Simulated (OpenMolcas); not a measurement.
# One shape, several levels: SiH4O3 (SMILES O[SiH](O)O)

Aim: a comparison of 6 runs (HF/6-311+G**, BHLYP/6-311+G**, M06-L/6-311+G**, PBE0/6-311+G**, SVWN5/6-311+G**, MP2/6-311+G**) of SiH4O3. 

Program for the calculation: OpenMolcas 26.06.

1 further run of the same task is left out (set aside as unsound or not needed).

### 1 The system as given

The species is SiH4O3 (8 atoms), meant as a singlet with charge 0. SMILES: `O[SiH](O)O`. The coordinates come from a PBE0-D4/def2-TZVP relaxation. This is one conformer, not always the lowest.

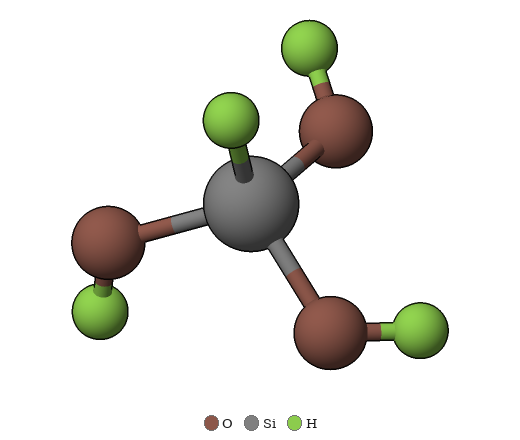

Viewed from a chosen angle; oxygen brown, silicon grey, hydrogen green.

### 2 Energy and gradient at HF/6-311+G(d,p) (run 1)

The input, mol.inp:

```
&GATEWAY
  BasLib=$CurrDir
  Coord
  8
  angstrom
  O        0.057900       1.618800      -0.225000
  Si      -0.171600       0.082600       0.269200
  O        1.169300      -0.861100       0.196500
  O       -1.250800      -0.639700      -0.721300
  H        0.176800       1.769800      -1.164500
  H       -0.642800       0.209400       1.662000
  H        1.894900      -0.655000       0.786800
  H       -1.141700      -1.581700      -0.859700
  Basis=6-311pGss
  Group=NoSym

&SEWARD

&SCF
  Thresholds=1e-10 1e-07 1e-07 1e-05
  PrOrbitals=1 1

&ALASKA
```

The basis set 6-311+G** is read from a file made from the Basis Set Exchange's data (not shown).

The run is started by

```console
$ export MOLCAS_MEM=1860
$ pymolcas mol.inp > mol.log
```

The log of the run:

```text
--- Start Module: gateway ---
[...]
--- Stop Module: gateway /rc=_RC_ALL_IS_WELL_ ---
[...]
      Basis functions          120
[...]
--- Start Module: scf ---
[...]
       Convergence after  13 Iterations
[...]
::    Total SCF energy                               -516.0821188627
[...]
      Total spin, S                                     0.0000000000
[...]
      Total electronic charge=   42.000000
      Total            charge=   -0.000000
[...]
      Dipole Moment (debye):
      Origin of the operator (angstrom)=   -0.0611    0.0492   -0.0504
                   X=  1.4850E+00               Y= -9.7786E-01               Z=  7.2226E-02           Total=  1.7795E+00
      Quadrupole Moment (debye*angstrom):
[...]
--- Stop Module: scf /rc=_RC_ALL_IS_WELL_ ---
[...]
--- Start Module: alaska ---
[...]
 *              Molecular gradients               *
 **************************************************
  Irreducible representation: a
 ------------------------------------------------------------------------------------------
                              X                       Y                       Z
 ------------------------------------------------------------------------------------------
  O1               -4.23293625322962E-03    3.16402071361566E-03    2.18193352862951E-02
  SI2               6.21916150265189E-03   -2.22900664830938E-03   -4.65330765228700E-03
  O3               -1.19629858135060E-02   -9.66872295137122E-03   -1.38637086247473E-02
  O4               -7.47953131963364E-03    1.92547585512592E-02   -3.07176406595389E-04
  H5                2.39112030173538E-03    4.11849941195142E-04   -1.94048249724634E-02
  H6               -2.15873280017531E-03    1.98990011994193E-03    4.50824100678293E-03
  H7                1.29732715514459E-02    6.11954436931328E-03    1.30188394156137E-02
  H8                4.25063283063307E-03   -1.90423440955216E-02   -1.11739805260402E-03
[...]
--- Stop Module: alaska /rc=_RC_ALL_IS_WELL_ ---
[...]
```

Run time: 34 s. Hardware: 1 thread of AMD EPYC 7R43 (Zen 3), shared host; peak memory 0.76 GiB.

### 3 Energy and forces at BHLYP/6-311+G(d,p) (run 2)

The input, run.inp:

```
&GATEWAY
  BASLIB
  $CurrDir
  COORD
  8
  angstrom
  O        0.057900       1.618800      -0.225000
  Si      -0.171600       0.082600       0.269200
  O        1.169300      -0.861100       0.196500
  O       -1.250800      -0.639700      -0.721300
  H        0.176800       1.769800      -1.164500
  H       -0.642800       0.209400       1.662000
  H        1.894900      -0.655000       0.786800
  H       -1.141700      -1.581700      -0.859700
  BASIS
  6-311pGss
  GROUP
  NoSym

&SEWARD
  GRIDINPUT
  Grid=UltraFine
  End of Grid

&SCF
  KSDFT
  HYB_GGA_XC_BHANDHLYP
  THRESHOLDS
  1e-10 1e-07 1e-07 1e-05
  PRORBITALS
  1 2

&ALASKA
```

The basis set 6-311+G** is read from a file made from the Basis Set Exchange's data (not shown).

The run is started by

```console
$ export MOLCAS_MEM=1860
$ pymolcas run.inp > run.log
```

The log of the run:

```text
--- Start Module: gateway ---
[...]
--- Stop Module: gateway /rc=_RC_ALL_IS_WELL_ ---
[...]
      Basis functions          120
[...]
--- Start Module: scf ---
[...]
       Convergence after  14 Iterations
[...]
::    Total KS-DFT energy                            -517.6895763330
[...]
      Total spin, S                                     0.0000000000
[...]
      Total electronic charge=   42.000000
      Total            charge=   -0.000000
[...]
      Dipole Moment (debye):
      Origin of the operator (angstrom)=   -0.0611    0.0492   -0.0504
                   X=  1.4399E+00               Y= -9.4987E-01               Z=  4.2694E-02           Total=  1.7255E+00
      Quadrupole Moment (debye*angstrom):
[...]
--- Stop Module: scf /rc=_RC_ALL_IS_WELL_ ---
[...]
--- Start Module: alaska ---
[...]
 *              Molecular gradients               *
 **************************************************
  Irreducible representation: a
 ------------------------------------------------------------------------------------------
                              X                       Y                       Z
 ------------------------------------------------------------------------------------------
  O1               -2.45140006508948E-03    3.96756590685499E-04    1.17315848236254E-02
  SI2               6.15017177183264E-03   -2.12871342287635E-03   -8.21740988529385E-03
  O3               -7.22232220582164E-03   -3.97049108395997E-03   -6.76640834733133E-03
  O4               -3.38186849842081E-03    1.03917946602792E-02    9.56173272477656E-04
  H5                1.04284241881825E-03   -7.48379532944821E-04   -9.03025581574735E-03
  H6               -2.12610016434289E-03    1.20155416696732E-03    4.84716263414064E-03
  H7                5.29296730754858E-03    3.58227056008464E-03    6.40668554081625E-03
  H8                2.69570943557127E-03   -8.72479193825892E-03    7.24677772931948E-05
[...]
--- Stop Module: alaska /rc=_RC_ALL_IS_WELL_ ---
[...]
```

Wall time 53 s (1 thread of AMD EPYC 7R43 (Zen 3), shared host); peak memory 0.76 GiB.

### 4 Energy and forces at M06-L/6-311+G(d,p) (run 3)

The input, mol.inp:

```
* H4O3Si Kohn-Sham DFT
&GATEWAY
BasLib=$CurrDir
Coord
8
angstrom
O        0.057900       1.618800      -0.225000
Si      -0.171600       0.082600       0.269200
O        1.169300      -0.861100       0.196500
O       -1.250800      -0.639700      -0.721300
H        0.176800       1.769800      -1.164500
H       -0.642800       0.209400       1.662000
H        1.894900      -0.655000       0.786800
H       -1.141700      -1.581700      -0.859700
Basis=6-311pGss
Group=NoSym
&SEWARD
GridInput
Grid=UltraFine
End of Grid
&SCF
KSDFT=M06L
Thresholds=1e-10 1e-07 1e-07 1e-05
PrOrbitals=1 1
&ALASKA
```

The basis set 6-311+G** is read from a file made from the Basis Set Exchange's data (not shown).

The run is started by

```console
$ export MOLCAS_MEM=1860
$ pymolcas mol.inp > mol.log
```

The log of the run:

```text
--- Start Module: gateway ---
[...]
--- Stop Module: gateway /rc=_RC_ALL_IS_WELL_ ---
[...]
      Basis functions          120
[...]
--- Start Module: scf ---
[...]
       Convergence after  15 Iterations
[...]
::    Total KS-DFT energy                            -517.7578269385
[...]
      Total spin, S                                     0.0000000000
[...]
      Total electronic charge=   42.000000
      Total            charge=   -0.000000
[...]
      Dipole Moment (debye):
      Origin of the operator (angstrom)=   -0.0611    0.0492   -0.0504
                   X=  1.3998E+00               Y= -9.0902E-01               Z= -8.9220E-02           Total=  1.6714E+00
      Quadrupole Moment (debye*angstrom):
[...]
--- Stop Module: scf /rc=_RC_ALL_IS_WELL_ ---
[...]
--- Start Module: alaska ---
[...]
 *              Molecular gradients               *
 **************************************************
  Irreducible representation: a
 ------------------------------------------------------------------------------------------
                              X                       Y                       Z
 ------------------------------------------------------------------------------------------
  O1               -8.90206006015859E-04   -6.71032516632764E-03    3.82292132777762E-03
  SI2               4.95216997758519E-03   -1.46346916590667E-03   -1.20017144151898E-02
  O3               -6.69207374963499E-03    4.14403466857927E-03   -2.91969461927888E-04
  O4                3.20951053743279E-03    4.51445501890779E-03    4.94603813419836E-03
  H5                8.82638008306014E-05   -4.72762722719899E-04   -1.00947571972210E-03
  H6               -1.41150039072668E-03   -5.89235723391646E-05    3.48567182661075E-03
  H7               -4.22075335491101E-05    7.77278838903661E-04    8.59195131765134E-04
  H8                7.86043364017275E-04   -7.30287899237680E-04    1.89333176499940E-04
[...]
--- Stop Module: alaska /rc=_RC_ALL_IS_WELL_ ---
[...]
```

Wall time 81 s (1 thread of AMD EPYC 7R43 (Zen 3), shared host); peak memory 0.76 GiB.

Runs 4 to 5 aren't shown in full; the table further down has their settings and results.

### 5 A single-point energy at MP2/6-311+G(d,p) (run 6)

The input, mol.xyz:

```xyz
8

O      0.057900     1.618800    -0.225000
Si    -0.171600     0.082600     0.269200
O      1.169300    -0.861100     0.196500
O     -1.250800    -0.639700    -0.721300
H      0.176800     1.769800    -1.164500
H     -0.642800     0.209400     1.662000
H      1.894900    -0.655000     0.786800
H     -1.141700    -1.581700    -0.859700
```

The input, run.inp:

```
* H4O3Si MP2
>>> EXPORT MOLCAS_PRINT=2
&GATEWAY
BasLib=$CurrDir
Coord=mol.xyz
Basis=6-311pGss
Group=NoSym
&SEWARD
&SCF
Thresholds=1e-10 1e-07 1e-07 1e-05
PrOrbitals=0
&MBPT2
Frozen=8
```

The basis set 6-311+G** is read from a file made from the Basis Set Exchange's data (not shown).

The run is started by

```console
$ export MOLCAS_MEM=1860
$ pymolcas run.inp > run.log
```

The log of the run:

```text
--- Start Module: gateway ---
[...]
--- Stop Module: gateway /rc=_RC_ALL_IS_WELL_ ---
[...]
      Basis functions          120
[...]
--- Start Module: scf ---
[...]
       Convergence after  13 Iterations
[...]
::    Total SCF energy                               -516.0821188627
[...]
      Total spin, S                                     0.0000000000
[...]
      Total electronic charge=   42.000000
      Total            charge=   -0.000000
[...]
      Dipole Moment (debye):
      Origin of the operator (angstrom)=   -0.0611    0.0492   -0.0504
                   X=  1.4850E+00               Y= -9.7786E-01               Z=  7.2226E-02           Total=  1.7795E+00
      Quadrupole Moment (debye*angstrom):
[...]
--- Stop Module: scf /rc=_RC_ALL_IS_WELL_ ---
[...]
--- Start Module: mbpt2 ---
[...]
WARNING!
Default frozen orbitals as non valence orbitals is overwritten by user input.
Default values:   5
[...]
       Reference weight ( Cref**2 )         =        0.84316
::    Total MBPT2 energy                             -516.7927450815
[...]
      Total MBPT2 calculations                           1.11      1.24
--- Stop Module: mbpt2 /rc=_RC_ALL_IS_WELL_ ---
[...]
```

Run time: 28 s. Hardware: 1 thread of AMD EPYC 7R43 (Zen 3), shared host; peak memory 0.76 GiB.

### 6 The series

```csv
run,level,integration grid,task,energy (Eh),dipole moment (D) of the reference,HOMO energy (eV),LUMO energy (eV),wall time
1,HF/6-311+G**,–,gradient,-516.082119,1.78,-13.13,1.59,34 s
2,BHLYP/6-311+G**,UltraFine,gradient,-517.689576,1.73,-10.73,0.31,53 s
3,M06-L/6-311+G**,UltraFine,gradient,-517.757827,1.67,-7.81,-0.28,81 s
4,PBE0/6-311+G**,UltraFine,gradient,-517.431786,1.69,-9.18,-0.11,56 s
5,SVWN5/6-311+G**,UltraFine,gradient,-515.027701,1.70,-7.71,-0.86,80 s
6,MP2/6-311+G**,–,energy,-516.792745,1.78,-13.13,1.59,28 s
```

### 7 Summary of results

```
                                          quantity          value
                               run 6: total energy  -516.79275 Eh
         run 6: dipole moment (mean-field density)         1.78 D
        run 6: HOMO energy (Hartree–Fock orbitals)      -13.13 eV
        run 6: LUMO energy (Hartree–Fock orbitals)        1.59 eV
      run 6: HOMO–LUMO gap (Hartree–Fock orbitals)       14.72 eV
run 6: correlation energy (8 core orbitals frozen)     -710.6 mEh
```

**Reading.** Over runs 1, 2, 3, 4, 5 the dipole moment (its size) runs from 1.67 D (M06-L/6-311+G**) to 1.78 D (HF/6-311+G**). Over runs 1, 2, 3, 4, 5 the HOMO–LUMO gap runs from 6.86 eV (SVWN5/6-311+G**) to 14.72 eV (HF/6-311+G**). Exact exchange widens orbital gaps. Totals of different functionals can't be ranked against each other. All runs together took 5.5 min, the longest 81 s.
